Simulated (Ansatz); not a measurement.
# Nudged elastic band, with input and output: SiH$_{4}$OF$_{4}$

- system: SiH$_{4}$OF$_{4}$
- method: RKS B3LYP/def2-SVP (Ansatz 0.2.0)

One setting was made poor on purpose. It belongs to a series of runs on one base structure; here: an input spoilt on purpose.

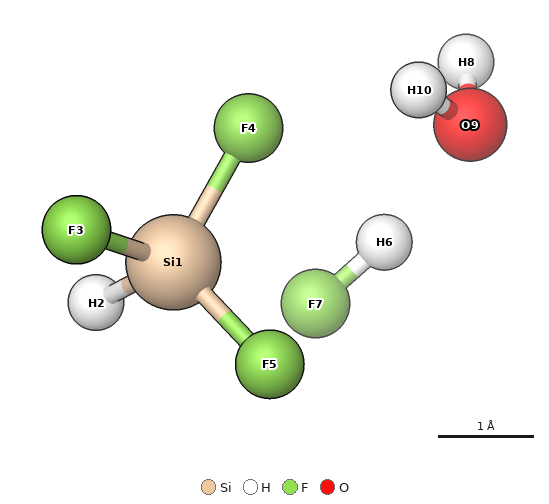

**Figure 1.** The input geometry (ball-and-stick view, seen at a tilt; atoms are numbered from 1 in the order of the input).

The input:
```yaml
crystal:
  periodic: [false, false, false]
  atoms:
    - { symbol: Si, position_ang: [-0.615671, 0.476845, -1.386908] }
    - { symbol: H, position_ang: [-1.527452, -0.640353, -1.591149] }
    - { symbol: F, position_ang: [-0.252077, 1.048371, -2.851755] }
    - { symbol: F, position_ang: [0.852583, 0.083018, -0.794784] }
    - { symbol: F, position_ang: [-1.169917, 1.748459, -0.583071] }
    - { symbol: H, position_ang: [-0.333146, -0.49116, 1.370607] }
    - { symbol: F, position_ang: [-1.130144, -0.533949, 0.820372] }
    - { symbol: H, position_ang: [1.537031, -1.241863, 2.057879] }
    - { symbol: O, position_ang: [1.127132, -0.379191, 1.898765] }
    - { symbol: H, position_ang: [1.511659, -0.070279, 1.060143] }
basis:
  gaussian: { orbitals: def2-SVP }
hamiltonian:
  xc: b3lyp
neb:
  order_check: false
  images: 0
  f_tol: 0.03
  max_iterations: 8
  final_atoms:
    - { symbol: Si, position_ang: [-0.38088206, 1.18019391, -1.27058871] }
    - { symbol: H, position_ang: [-0.74325474, -1.99986499, -0.19365495] }
    - { symbol: F, position_ang: [-0.02151956, 0.00251746, -2.27380698] }
    - { symbol: F, position_ang: [-0.16756692, 2.57924547, -1.99388595] }
    - { symbol: F, position_ang: [-1.88562392, 1.05419446, -0.78257791] }
    - { symbol: H, position_ang: [0.79370439, -0.02737753, 1.73583215] }
    - { symbol: F, position_ang: [0.59819617, 1.11300593, -0.00637855] }
    - { symbol: H, position_ang: [-0.44278323, -1.75491244, 0.46422934] }
    - { symbol: O, position_ang: [0.72541171, -0.82694, 2.27657309] }
    - { symbol: H, position_ang: [1.52431617, -1.32016427, 2.04435747] }
  initial_path:
    images:
      - { positions_ang: [[-0.615671, 0.476845, -1.386908], [-1.527452, -0.640353, -1.591149], [-0.252077, 1.048371, -2.851755], [0.852583, 0.083018, -0.794784], [-1.169917, 1.748459, -0.583071], [-0.333146, -0.49116, 1.370607], [-1.130144, -0.533949, 0.820372], [1.537031, -1.241863, 2.057879], [1.127132, -0.379191, 1.898765], [1.511659, -0.070279, 1.060143]] }
      - { positions_ang: [[-0.58068716, 0.52468676, -1.31346308], [-1.12741463, -0.73246954, -1.31251254], [-0.31964142, 0.82464387, -2.7899823], [0.81748394, 0.48826189, -0.8914741], [-1.36826479, 1.59821501, -0.66820639], [-0.23159578, -0.37182009, 1.40800466], [-0.92939414, -0.1689032, 0.83618791], [1.24412316, -1.26248457, 1.64587702], [0.9854356, -0.57939865, 1.8398905], [1.50995322, -0.32083347, 1.24577733]] }
      - { positions_ang: [[-0.54570331, 0.57252851, -1.24001816], [-0.72737727, -0.82458608, -1.03387609], [-0.38720585, 0.60091673, -2.72820961], [0.78238487, 0.89350578, -0.98816419], [-1.56661258, 1.44797101, -0.75334178], [-0.13004556, -0.25248018, 1.44540231], [-0.72864427, 0.19614261, 0.85200381], [0.95121532, -1.28310615, 1.23387505], [0.8437392, -0.7796063, 1.78101601], [1.50824745, -0.57138793, 1.43141166]] }
      - { positions_ang: [[-0.51071947, 0.62037027, -1.16657324], [-0.3273399, -0.91670262, -0.75523963], [-0.45477027, 0.3771896, -2.66643691], [0.74728581, 1.29874967, -1.08485429], [-1.76496037, 1.29772702, -0.83847717], [-0.02849534, -0.13314028, 1.48279997], [-0.52789441, 0.56118841, 0.86781972], [0.65830748, -1.30372772, 0.82187307], [0.70204279, -0.97981395, 1.72214151], [1.50654167, -0.8219424, 1.61704598]] }
      - { positions_ang: [[-0.47573563, 0.66821203, -1.09312832], [0.07269747, -1.00881916, -0.47660318], [-0.52233469, 0.15346247, -2.60466422], [0.71218675, 1.70399356, -1.18154439], [-1.96330815, 1.14748303, -0.92361256], [0.07305488, -0.01380037, 1.52019762], [-0.32714454, 0.92623422, 0.88363562], [0.36539964, -1.32434929, 0.4098711], [0.56034639, -1.18002161, 1.66326701], [1.50483589, -1.07249687, 1.80268031]] }
      - { positions_ang: [[-0.45202224, 0.7962075, -1.13749342], [-0.13129058, -1.25658062, -0.40586612], [-0.39713091, 0.11572621, -2.52194991], [0.49224833, 1.92280654, -1.38462978], [-1.9438871, 1.12416089, -0.8883539], [0.25321726, -0.01719466, 1.57410625], [-0.09580936, 0.97292715, 0.66113208], [0.16335392, -1.43199008, 0.42346066], [0.60161272, -1.0917512, 1.81659353], [1.50970596, -1.13441372, 1.8630996]] }
      - { positions_ang: [[-0.42830885, 0.92420297, -1.18185852], [-0.33527864, -1.50434207, -0.33512906], [-0.27192713, 0.07798996, -2.4392356], [0.27230991, 2.14161951, -1.58771517], [-1.92446604, 1.10083874, -0.85309524], [0.43337963, -0.02058895, 1.62801488], [0.13552582, 1.01962007, 0.43862854], [-0.0386918, -1.53963087, 0.43705022], [0.64287905, -1.0034808, 1.96992005], [1.51457603, -1.19633057, 1.92351889]] }
      - { positions_ang: [[-0.40459545, 1.05219844, -1.22622361], [-0.53926669, -1.75210353, -0.26439201], [-0.14672334, 0.04025371, -2.35652129], [0.05237149, 2.36043249, -1.79080056], [-1.90504498, 1.0775166, -0.81783658], [0.61354201, -0.02398324, 1.68192352], [0.36686099, 1.066313, 0.21612499], [-0.24073751, -1.64727166, 0.45063978], [0.68414538, -0.9152104, 2.12324657], [1.5194461, -1.25824742, 1.98393818]] }
      - { positions_ang: [[-0.38088206, 1.18019391, -1.27058871], [-0.74325474, -1.99986499, -0.19365495], [-0.02151956, 0.00251746, -2.27380698], [-0.16756692, 2.57924547, -1.99388595], [-1.88562392, 1.05419446, -0.78257791], [0.79370439, -0.02737753, 1.73583215], [0.59819617, 1.11300593, -0.00637855], [-0.44278323, -1.75491244, 0.46422934], [0.72541171, -0.82694, 2.27657309], [1.52431617, -1.32016427, 2.04435747]] }
```

Machine: 2 threads of Arm Neoverse V1, 24 GiB of memory available, shared host.

Run as:
```bash
ansatz run input.yaml --threads 2 --pin off --max-ram 3072MiB --backend cpu --events-out ev --progress --plain --runs-dir out
```

What the program printed:
```
Error: 2 input errors — fix all and re-run
  1. invalid value for `neb.images`: must be ≥ 1; got 0
  2. invalid value for `neb.initial_path`: its number of entries is 9 where neb.images is 0 — a listed band holds both endpoints and every movable image in path order, neb.images + 2 = 2 entries, and is never re-spaced: set neb.images to 7, or list 2 entries
```

What the run reported:

```csv
quantity,value
outcome,refused by the program
```

Diagnosis:

The program refused the input: “2 input errors — fix all and re-run 1. invalid value for `neb.images`: must be ≥ 1; got 0 2 …” A deliberately poor setting: bad input.
